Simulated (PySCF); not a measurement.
Core-level calculation, with input and output: CH3F3Si

System: CH3F3Si, SMILES FC(F)(F)[SiH3].
Method: delta-SCF UKS SCAN, pcX-2 on the ionised atom, pcseg-1 elsewhere, non-relativistic (PySCF 2.14.0).

It belongs to a series of runs on one base structure; here: no relativity. Figures and captions count atoms from 1; the log counts them from 0 in places.

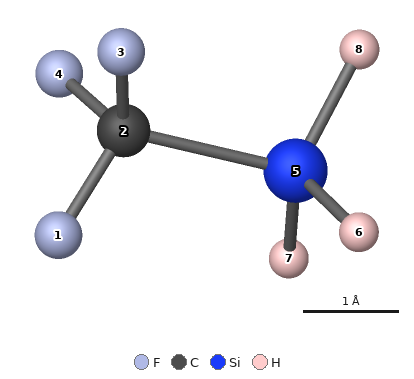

*The structure as given in the input (ball-and-stick view, seen at a tilt; atoms are numbered from 1 in the order of the input).*

Results in brief

- outcome: converged
- hardware: 1 CPU thread, shared host
- wall time: 6.2 s
- peak memory: 0.47 GiB

Input
```
{"job": {"kind": "xps", "x2c": false}, "charge": 0, "multiplicity": 1}
F      1.415657    -0.235402    -1.271938
C      0.948144    -0.126120    -0.019377
F      1.586456     0.903880     0.554095
F      1.311069    -1.236358     0.639985
Si    -0.967560     0.124068     0.006106
H     -1.267480     1.377603    -0.737399
H     -1.587033    -1.055895    -0.655486
H     -1.389816     0.226947     1.429282
```

The first line tells a small driver script what to run in PySCF; the rest is the geometry in Å.

Command:
```bash
OMP_NUM_THREADS=1 python <driver script> task.json out
```

Output
```
ground state, core basis on atom 0 (F), 120 functions
  cycle   1  E = -628.73311702  |g| = 7.84e-01
  cycle   2  E = -628.53217049  |g| = 1.39e+00
  cycle   3  E = -628.82708099  |g| = 4.88e-02
  cycle   4  E = -628.82724484  |g| = 4.36e-02
  cycle   5  E = -628.82752293  |g| = 8.32e-03
  cycle   6  E = -628.82753405  |g| = 2.21e-03
  cycle   7  E = -628.82753602  |g| = 8.49e-04
  cycle   8  E = -628.82753596  |g| = 7.17e-05
  E(ground) = -628.85139156 Eh
hole in F 1s of atom 0
  cycle   1  E = -602.45997121  |g| = 2.57e+00
  cycle   2  E = -602.21858652  |g| = 2.25e+00
  cycle   3  E = -603.22288767  |g| = 6.00e-01
  cycle   4  E = -603.27592210  |g| = 4.57e-01
  cycle   5  E = -603.34336735  |g| = 3.46e-02
  cycle   6  E = -603.34377090  |g| = 9.19e-03
  cycle   7  E = -603.34382040  |g| = 1.65e-03
  cycle   8  E = -603.34382174  |g| = 6.21e-04
  cycle   9  E = -603.34382125  |g| = 5.56e-04
  cycle  10  E = -603.34382088  |g| = 1.16e-04
  E(ion) = -603.37459684 Eh   <S^2> = 0.7573   hole on atom = 1.000   binding energy = 693.259 eV
ground state, core basis on atom 1 (C), 120 functions
  cycle   1  E = -628.79841655  |g| = 1.00e-01
  cycle   2  E = -628.79571173  |g| = 1.60e-01
  cycle   3  E = -628.79966532  |g| = 1.23e-02
  cycle   4  E = -628.79968305  |g| = 7.39e-03
  cycle   5  E = -628.79968992  |g| = 1.24e-03
  cycle   6  E = -628.79968911  |g| = 3.42e-04
  E(ground) = -628.82044156 Eh
hole in C 1s of atom 1
  cycle   1  E = -617.32113643  |g| = 1.50e+00
  cycle   2  E = -612.74414241  |g| = 3.27e+00
  cycle   3  E = -617.73957489  |g| = 4.79e-01
  cycle   4  E = -617.80571507  |g| = 4.19e-01
  cycle   5  E = -617.85647049  |g| = 1.04e-01
  cycle   6  E = -617.86009348  |g| = 9.60e-03
  cycle   7  E = -617.86012447  |g| = 9.11e-03
  cycle   8  E = -617.86015071  |g| = 4.18e-03
  cycle   9  E = -617.86015908  |g| = 1.32e-03
  cycle  10  E = -617.86016002  |g| = 4.13e-04
  E(ion) = -617.88400869 Eh   <S^2> = 0.7711   hole on atom = 1.000   binding energy = 297.595 eV
ground state, core basis on atom 4 (Si), 131 functions
  cycle   1  E = -628.82243624  |g| = 2.86e-02
  cycle   2  E = -628.82246013  |g| = 1.64e-02
  cycle   3  E = -628.82248966  |g| = 9.39e-03
  cycle   4  E = -628.82250050  |g| = 2.65e-03
  cycle   5  E = -628.82250474  |g| = 6.58e-04
  cycle   6  E = -628.82250412  |g| = 1.45e-04
  E(ground) = -628.80357981 Eh
hole in Si 1s of atom 4
  cycle   1  E = -560.03618512  |g| = 4.32e+00
  cycle   2  E = -560.32435367  |g| = 2.03e+00
  cycle   3  E = -560.86455316  |g| = 6.78e-01
  cycle   4  E = -561.04265755  |g| = 3.25e-01
  cycle   5  E = -561.07379454  |g| = 9.66e-02
  cycle   6  E = -561.07729158  |g| = 2.44e-02
  cycle   7  E = -561.07750391  |g| = 1.08e-02
  cycle   8  E = -561.07756221  |g| = 1.91e-03
  cycle   9  E = -561.07756469  |g| = 4.42e-04
  E(ion) = -561.06757966 Eh   <S^2> = 0.7526   hole on atom = 1.000   binding energy = 1843.190 eV
hole in Si 2p of atom 4
  cycle   1  E = -624.52505233  |g| = 1.22e+00
  cycle   2  E = -624.49831542  |g| = 1.00e+00
  cycle   3  E = -624.80566969  |g| = 2.83e-01
  cycle   4  E = -624.83274049  |g| = 1.08e-01
  cycle   5  E = -624.83573153  |g| = 3.41e-02
  cycle   6  E = -624.83625802  |g| = 1.02e-02
  cycle   7  E = -624.83630628  |g| = 2.42e-03
  cycle   8  E = -624.83630916  |g| = 4.32e-04
  E(ion) = -624.83098075 Eh   <S^2> = 0.7525   hole on atom = 1.002   binding energy = 108.100 eV
  2p3/2 = 107.878 eV   2p1/2 = 108.494 eV
```

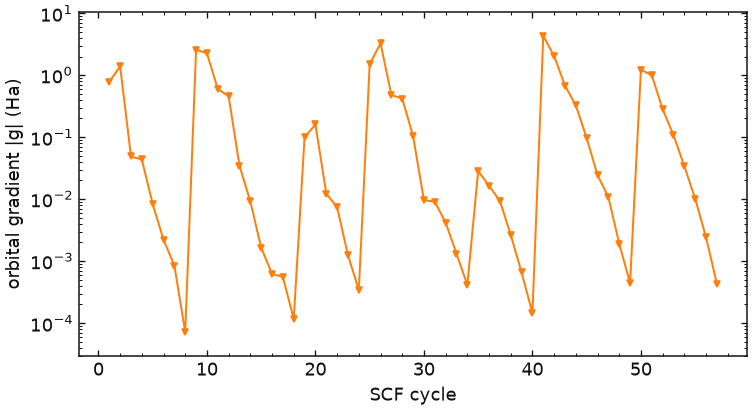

*Convergence of the self-consistent field: orbital gradient |g| against the SCF cycle.*

All cycles printed in the log are drawn one after another.
